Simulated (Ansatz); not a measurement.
Geometry relaxation, with input and output: GeN$_{2}$O$_{2}$ (part 2 of 2)

Continued. System: GeN$_{2}$O$_{2}$. Method: RHF/STO-3G (Ansatz 0.2.0). 

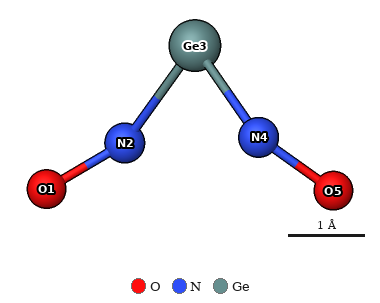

*The geometry at step 21 of the log (ball-and-stick view, seen at a tilt; atoms are numbered from 1 in the order of the input).*

**Trajectory as extended XYZ, continued**
```
5
Properties=species:S:1:pos:R:3:forces:R:3 step=8 energy=-62769.59710
O     1.8864    1.3032   -0.5358   -0.1390  -0.3663  -0.1192
N     1.1791    0.3096   -0.7528    0.3512   0.3588   0.1311
Ge    0.0003   -0.5638    0.3448    0.0000   0.0216  -0.0133
N    -1.1797    0.8103    0.0678   -0.3514   0.0465  -0.3790
O    -1.8877    1.0691   -0.9152    0.1392  -0.0606   0.3803
5
Properties=species:S:1:pos:R:3:forces:R:3 step=9 energy=-62769.61290
O     1.9685    1.2788   -0.5305   -0.3974  -0.5487  -0.1070
N     1.2035    0.3252   -0.7425    0.4520   0.4855   0.1397
Ge    0.0003   -0.5370    0.3285    0.0000   0.1211  -0.0741
N    -1.2041    0.8082    0.0493   -0.4524   0.0965  -0.4957
O    -1.9697    1.0532   -0.8959    0.3978  -0.1544   0.5370
5
Properties=species:S:1:pos:R:3:forces:R:3 step=10 energy=-62769.62084
O     2.0133    1.2602   -0.5237   -0.1959  -0.2695  -0.0674
N     1.2257    0.3306   -0.7406    0.2005   0.2965   0.0726
Ge    0.0003   -0.5101    0.3120    0.0000  -0.0346   0.0211
N    -1.2263    0.8090    0.0436   -0.2007   0.0703  -0.2969
O    -2.0145    1.0386   -0.8824    0.1961  -0.0626   0.2706
5
Properties=species:S:1:pos:R:3:forces:R:3 step=11 energy=-62769.62266
O     2.0364    1.2463   -0.5166    0.0039   0.0088  -0.0043
N     1.2266    0.3426   -0.7424   -0.0091  -0.0178   0.0139
Ge    0.0003   -0.5026    0.3074    0.0000   0.0215  -0.0132
N    -1.2272    0.8160    0.0337    0.0091  -0.0203   0.0096
O    -2.0376    1.0260   -0.8733   -0.0039   0.0078  -0.0059
5
Properties=species:S:1:pos:R:3:forces:R:3 step=12 energy=-62769.62275
O     2.0357    1.2475   -0.5185   -0.0073  -0.0073  -0.0067
N     1.2274    0.3413   -0.7403    0.0032   0.0070   0.0114
Ge    0.0003   -0.5021    0.3071    0.0001   0.0045  -0.0028
N    -1.2280    0.8135    0.0339   -0.0032  -0.0068  -0.0113
O    -2.0369    1.0282   -0.8735    0.0073   0.0026   0.0095
5
Properties=species:S:1:pos:R:3:forces:R:3 step=13 energy=-62769.62280
O     2.0342    1.2489   -0.5208   -0.0087  -0.0108  -0.0043
N     1.2274    0.3403   -0.7378    0.0062   0.0134   0.0055
Ge    0.0003   -0.5025    0.3073    0.0001  -0.0029   0.0016
N    -1.2280    0.8109    0.0338   -0.0063   0.0015  -0.0143
O    -2.0354    1.0308   -0.8737    0.0088  -0.0012   0.0115
5
Properties=species:S:1:pos:R:3:forces:R:3 step=14 energy=-62769.62280
O     2.0336    1.2492   -0.5214   -0.0034  -0.0046  -0.0022
N     1.2268    0.3403   -0.7369    0.0048   0.0068   0.0014
Ge    0.0003   -0.5027    0.3075    0.0002  -0.0044   0.0024
N    -1.2275    0.8101    0.0334   -0.0050   0.0024  -0.0064
O    -2.0348    1.0315   -0.8736    0.0034  -0.0003   0.0048
5
Properties=species:S:1:pos:R:3:forces:R:3 step=15 energy=-62769.62280
O     2.0336    1.2492   -0.5215   -0.0028  -0.0041  -0.0024
N     1.2268    0.3403   -0.7369    0.0039   0.0065   0.0018
Ge    0.0003   -0.5028    0.3074    0.0002  -0.0044   0.0020
N    -1.2275    0.8102    0.0334   -0.0043   0.0025  -0.0051
O    -2.0348    1.0315   -0.8736    0.0029  -0.0004   0.0038
5
Properties=species:S:1:pos:R:3:forces:R:3 step=16 energy=-62769.62280
O     2.0337    1.2493   -0.5220   -0.0010  -0.0010   0.0007
N     1.2268    0.3404   -0.7364   -0.0025  -0.0011   0.0014
Ge    0.0004   -0.5031    0.3076    0.0009   0.0033  -0.0034
N    -1.2277    0.8098    0.0333    0.0017   0.0006   0.0019
O    -2.0347    1.0319   -0.8737    0.0009  -0.0018  -0.0006
5
Properties=species:S:1:pos:R:3:forces:R:3 step=17 energy=-62769.62281
O     2.0337    1.2494   -0.5221    0.0006   0.0002   0.0010
N     1.2268    0.3404   -0.7361   -0.0064  -0.0036   0.0027
Ge    0.0003   -0.5032    0.3073    0.0054   0.0028  -0.0044
N    -1.2277    0.8101    0.0335    0.0051   0.0006   0.0082
O    -2.0346    1.0317   -0.8737   -0.0047   0.0001  -0.0074
5
Properties=species:S:1:pos:R:3:forces:R:3 step=18 energy=-62769.62281
O     2.0337    1.2491   -0.5220    0.0012   0.0004  -0.0025
N     1.2263    0.3406   -0.7362   -0.0011  -0.0002   0.0047
Ge    0.0007   -0.5032    0.3073   -0.0009  -0.0007  -0.0047
N    -1.2278    0.8102    0.0337   -0.0005   0.0035   0.0040
O    -2.0343    1.0316   -0.8739    0.0013  -0.0031  -0.0015
5
Properties=species:S:1:pos:R:3:forces:R:3 step=19 energy=-62769.62282
O     2.0340    1.2487   -0.5222    0.0013  -0.0003  -0.0069
N     1.2253    0.3412   -0.7360    0.0026   0.0026   0.0100
Ge    0.0010   -0.5033    0.3070   -0.0004  -0.0071  -0.0063
N    -1.2281    0.8106    0.0344   -0.0105   0.0106  -0.0009
O    -2.0337    1.0312   -0.8744    0.0070  -0.0058   0.0042
5
Properties=species:S:1:pos:R:3:forces:R:3 step=20 energy=-62769.62287
O     2.0344    1.2483   -0.5226    0.0038   0.0009  -0.0124
N     1.2242    0.3419   -0.7352    0.0031   0.0036   0.0179
Ge    0.0017   -0.5037    0.3065   -0.0024  -0.0120  -0.0121
N    -1.2288    0.8111    0.0352   -0.0173   0.0186  -0.0005
O    -2.0330    1.0309   -0.8751    0.0129  -0.0112   0.0070
5
Properties=species:S:1:pos:R:3:forces:R:3 step=21 energy=-62769.62333
O     2.0359    1.2477   -0.5244    0.0181   0.0025  -0.0301
N     1.2236    0.3418   -0.7304   -0.0118   0.0116   0.0443
Ge    0.0038   -0.5051    0.3027   -0.0070  -0.0241  -0.0321
N    -1.2303    0.8152    0.0365   -0.0399   0.0407   0.0047
O    -2.0346    1.0289   -0.8755    0.0406  -0.0306   0.0133
5
Properties=species:S:1:pos:R:3:forces:R:3 step=22 energy=-62769.62821
O     2.0270    1.2499   -0.5358    0.0261  -0.0283  -0.0992
N     1.2081    0.3449   -0.7176   -0.0049   0.0515   0.1659
Ge    0.0105   -0.5167    0.2986    0.0090  -0.0638  -0.1151
N    -1.2349    0.8202    0.0506   -0.1482   0.1332  -0.0265
O    -2.0122    1.0302   -0.8869    0.1180  -0.0927   0.0749
5
Properties=species:S:1:pos:R:3:forces:R:3 step=23 energy=-62769.63943
O     2.0494    1.2314   -0.5411   -0.1254  -0.1408  -0.2574
N     1.1806    0.3688   -0.7074    0.2560   0.1980   0.3739
Ge    0.0226   -0.5164    0.2888   -0.0553  -0.1487  -0.2221
N    -1.2505    0.8270    0.0666   -0.3756   0.2724  -0.1610
O    -2.0035    1.0176   -0.8982    0.3002  -0.1809   0.2666
5
Properties=species:S:1:pos:R:3:forces:R:3 step=24 energy=-62769.75572
O     2.0995    1.1985   -0.5937    0.1628   0.1655  -0.3700
N     1.1504    0.4207   -0.6276   -0.3964  -0.4057   0.8868
Ge    0.0321   -0.5268    0.2381    0.3714   0.0718  -0.5803
N    -1.3042    0.8474    0.1097   -0.3305   0.2863  -0.1063
O    -1.9792    0.9887   -0.9177    0.1926  -0.1179   0.1697
5
Properties=species:S:1:pos:R:3:forces:R:3 step=25 energy=-62769.82443
O     2.1075    1.1782   -0.6489   -1.9332  -1.1460  -0.3452
N     1.0916    0.4585   -0.5488    2.4015   1.1257   0.6705
Ge    0.0674   -0.5364    0.2172   -0.2246  -0.1019  -0.5301
N    -1.3301    0.8128    0.1276   -0.9030   0.5098  -0.6874
O    -1.9379    1.0154   -0.9383    0.6593  -0.3875   0.8922
5
Properties=species:S:1:pos:R:3:forces:R:3 step=26 energy=-62769.70664 accepted=F
O     2.0783    1.1873   -0.7003   -0.6078  -0.5436   0.0275
N     1.1601    0.4205   -0.4020    1.1908   1.3207  -0.1927
Ge    0.1026   -0.5900    0.0662   -1.7375   0.5730   0.7735
N    -1.4016    0.9893    0.1803    1.0527  -2.1178  -2.1648
O    -1.9408    0.9214   -0.9354    0.1017   0.7677   1.5565
5
Properties=species:S:1:pos:R:3:forces:R:3 step=27 energy=-62769.97381
O     2.0897    1.1872   -0.6951   -0.5322  -0.4342  -0.1778
N     1.1352    0.4458   -0.4644    0.5142   0.4770   0.4477
Ge    0.0572   -0.5411    0.1664    0.2681  -0.3530  -0.2921
N    -1.3439    0.8219    0.1240    0.4294   0.1738   1.3069
O    -1.9398    1.0145   -0.9221   -0.6794   0.1364  -1.2847
5
Properties=species:S:1:pos:R:3:forces:R:3 step=28 energy=-62770.04241
O     2.0721    1.1782   -0.7337   -0.1143  -0.0498   0.0477
N     1.1472    0.4642   -0.3673    0.2029   0.0352  -0.0589
Ge    0.0633   -0.5737    0.1068   -0.1068   0.0881   0.0204
N    -1.3255    0.8690    0.1255    0.0716  -0.0895   0.0090
O    -1.9586    0.9909   -0.9225   -0.0535   0.0161  -0.0182
5
Properties=species:S:1:pos:R:3:forces:R:3 step=29 energy=-62770.04409
O     2.0895    1.1730   -0.7273   -0.0636  -0.0349   0.0214
N     1.1576    0.4644   -0.3702    0.0729   0.0304  -0.0105
Ge    0.0604   -0.5633    0.1017   -0.0264   0.0198  -0.0056
N    -1.3275    0.8705    0.1208    0.0130  -0.0069  -0.0432
O    -1.9815    0.9838   -0.9163    0.0041  -0.0084   0.0379
5
Properties=species:S:1:pos:R:3:forces:R:3 step=30 energy=-62770.04468
O     2.1018    1.1686   -0.7214    0.0181   0.0072   0.0099
N     1.1677    0.4639   -0.3650   -0.0215   0.0185  -0.0194
Ge    0.0581   -0.5573    0.0900   -0.0168  -0.0269   0.0135
N    -1.3216    0.8814    0.1125   -0.0419   0.0162  -0.1094
O    -2.0076    0.9718   -0.9071    0.0622  -0.0150   0.1054
5
Properties=species:S:1:pos:R:3:forces:R:3 step=31 energy=-62770.04513
O     2.1059    1.1690   -0.7127    0.0015  -0.0098   0.0013
N     1.1700    0.4616   -0.3665   -0.0048   0.0041   0.0024
Ge    0.0554   -0.5579    0.0842    0.0123   0.0072  -0.0022
N    -1.3090    0.8952    0.1019    0.0031  -0.0054   0.0061
O    -2.0238    0.9604   -0.8981   -0.0121   0.0039  -0.0076
5
Properties=species:S:1:pos:R:3:forces:R:3 step=32 energy=-62770.04517
O     2.1091    1.1673   -0.7120    0.0004  -0.0030   0.0002
N     1.1706    0.4630   -0.3665   -0.0020  -0.0057   0.0035
Ge    0.0555   -0.5566    0.0830    0.0087   0.0103  -0.0030
N    -1.3097    0.8955    0.1014    0.0018  -0.0040   0.0047
O    -2.0269    0.9592   -0.8971   -0.0089   0.0025  -0.0055
5
Properties=species:S:1:pos:R:3:forces:R:3 step=33 energy=-62770.04521
O     2.1156    1.1645   -0.7095    0.0035   0.0011  -0.0001
N     1.1737    0.4641   -0.3659   -0.0093  -0.0053   0.0016
Ge    0.0553   -0.5537    0.0794    0.0053   0.0044  -0.0022
N    -1.3096    0.8983    0.0984   -0.0005   0.0008   0.0005
O    -2.0365    0.9551   -0.8936    0.0011  -0.0010   0.0002
5
Properties=species:S:1:pos:R:3:forces:R:3 step=34 energy=-62770.04521
O     2.1160    1.1643   -0.7093    0.0010   0.0009  -0.0004
N     1.1735    0.4642   -0.3661   -0.0011  -0.0012   0.0005
Ge    0.0554   -0.5534    0.0792   -0.0007   0.0016   0.0003
N    -1.3099    0.8985    0.0986    0.0005  -0.0018  -0.0017
O    -2.0365    0.9549   -0.8935    0.0004   0.0005   0.0013
```

The run was set up as follows.

**Input**
```yaml
crystal:
  periodic: [false, false, false]
  atoms:
    - { symbol: O, position_ang: [1.06057441, 1.35615361, -1.04034324] }
    - { symbol: "N", position_ang: [1.18072847, 0.33705651, -0.44079327] }
    - { symbol: Ge, position_ang: [0.00048642, -0.85283434, 0.52165565] }
    - { symbol: "N", position_ang: [-1.18117027, 0.54500302, -0.09872019] }
    - { symbol: O, position_ang: [-1.06210903, 1.5430112, -0.73295895] }
basis:
  gaussian: { orbitals: STO-3G }
hamiltonian:
  xc: hf
relax:
  f_tol: 0.002
  max_steps: 150
```

Launched with:
```bash
ansatz run input.yaml --threads 2 --pin off --max-ram 5120MiB --backend cpu --events-out ev --progress --plain --runs-dir out
```

**Results in brief**

| quantity | value |
| --- | --- |
| outcome | converged |
| total energy | −62770.0452 eV |
| SCF solution under orbital rotations | stable |
| largest force (length of the vector) at the end | 0.003 eV/Å |
| hardware | 2 threads of Oxide Virtual Turin-like (Zen 5), 32 GiB of memory available, shared host |
| wall time | 21 s (CPU time 36 s) |
| peak memory | 0.11 GiB |
